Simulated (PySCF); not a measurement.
## A study: C$_{3}$H$_{7}$FO$_{2}$, SMILES `COCOCF`

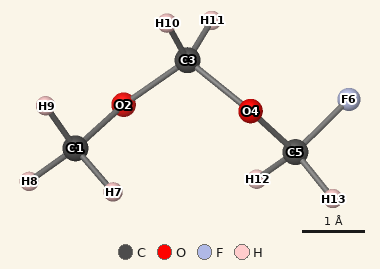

The molecule, with its atoms numbered as below. No frequency check shows the geometry to be a minimum.

Coordinates in Å:

```
C1       2.3213   -0.4812    0.0274
O2       1.3258    0.3215    0.6340
C3       0.4095    0.8508   -0.2608
O4      -0.4439   -0.1315   -0.8201
C5      -1.3382   -0.6729    0.0683
F6      -2.3572    0.2127    0.3354
H7       1.8764   -1.3232   -0.5105
H8       2.9498   -0.8488    0.8349
H9       2.9219    0.1124   -0.6701
H10      0.9007    1.3171   -1.1264
H11     -0.1712    1.5959    0.2958
H12     -0.8822   -0.9170    1.0397
H13     -1.7920   -1.5510   -0.4026
```

## 1. In an electric field

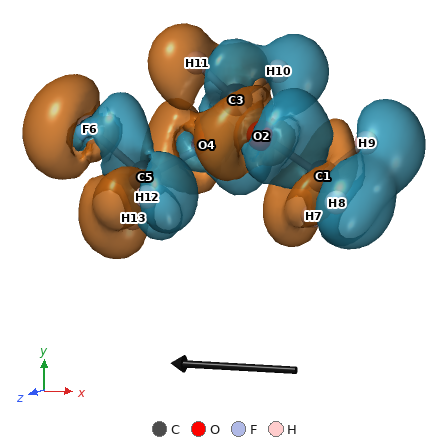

Change of the electron density in a uniform field of 0.41 V/Å along −x (arrow), surfaces at ±0.002 e/Å³ (light blue: gain, orange: loss).

PySCF calculation, B3LYP/aug-cc-pVDZ, gas phase; geometry: GFN2-xTB.

Question: What dipole is induced, and what polarisability does it imply?

Answer: The induced dipole is 1.20 D (along the field); α along this axis, from the fields in both directions, is 59 bohr³ (8.7 Å³).

Question: Which atoms gain and lose the most charge?

Answer: Electrons gather most on H9 (Hirshfeld charge changes by −0.013 e) and leave F6 most (+0.018 e); 0.118 electrons are displaced in all.

## 2. Localised orbitals

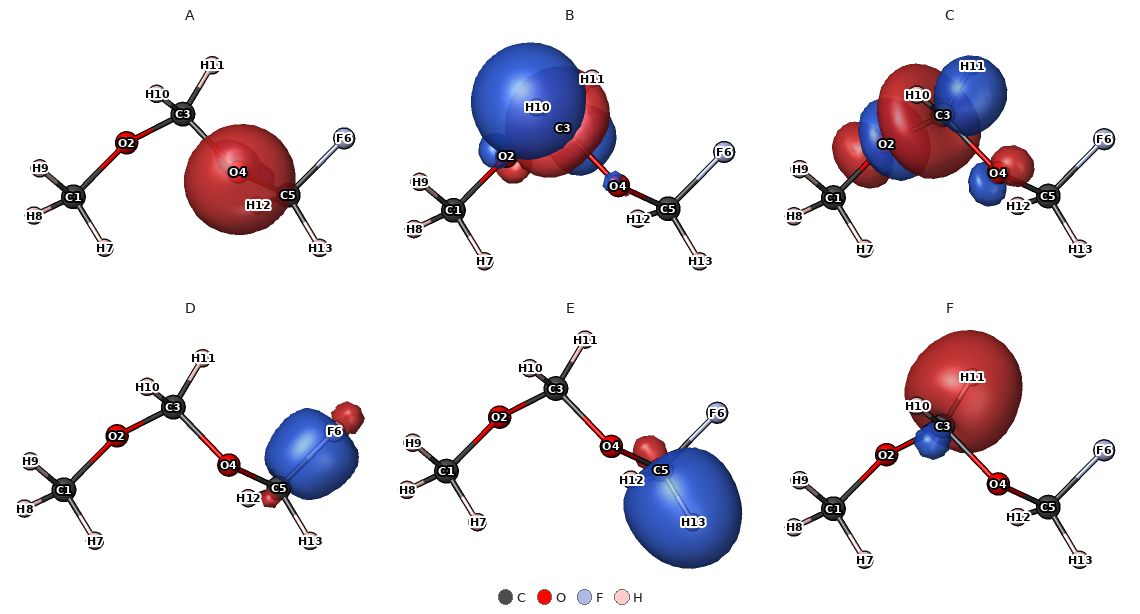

Intrinsic bond orbitals (IBO), occupied and valence-virtual; each surface holds about 85 % of the orbital's density. Energies are diagonal elements of the Fock matrix.

Method: TPSSh/def2-SVP; geometry: GFN2-xTB; program: PySCF.

Question: Identify each orbital.

Answer: By panel:
- A: lone pair on O4 (sp1.3-type) (O4 98 %; −13.0 eV)
- B: σ* orbital H10–C3 (H10 56 %, C3 42 %; 8.9 eV)
- C: σ* orbital C3–O2 (C3 61 %, O2 36 %; 8.0 eV)
- D: σ bond F6–C5 (F6 70 %, C5 30 %; −22.1 eV)
- E: σ bond C5–H13 (C5 58 %, H13 42 %; −13.8 eV)
- F: σ bond C3–H11 (C3 58 %, H11 42 %; −13.7 eV)

## 3. Stretching a bond

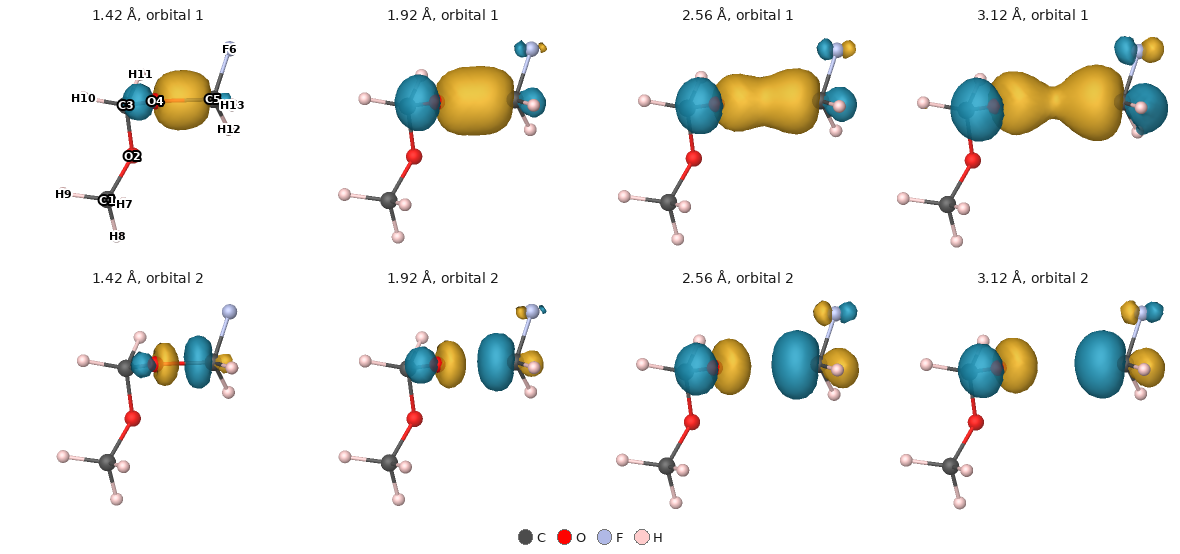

Rigid stretch of the O4–C5 bond. The two CASSCF(2,2) natural orbitals nearest half filling (orbital 1 the more occupied).

Level of theory: 6-31G* basis (PySCF), at a geometry from GFN2-xTB.

Question: How do the occupations change along the stretch?

Answer: 1.42 Å: 1.98 and 0.02; 1.92 Å: 1.87 and 0.13; 2.56 Å: 1.47 and 0.53; 3.12 Å: 1.19 and 0.81. At the longest distance computed (3.98 Å) they are 1.04 and 0.96, and the effective number of unpaired electrons is 2.0.

Question: Where does the UHF solution part from RHF?

Answer: Between 1.70 Å (⟨S²⟩ = 0, the two coincide) and 1.92 Å (⟨S²⟩ = 0.38); at 3.98 Å ⟨S²⟩ is 1.01 and UHF lies 6.2 eV below RHF.

Question: How much energy does the stretch cost?

Answer: By CASSCF, 3.8 eV from the lowest point of the scan (1.42 Å) to 3.98 Å; RHF gives 9.2 eV from its own lowest point. The fragments aren't relaxed and dynamic correlation is missing, so this isn't a bond dissociation energy.
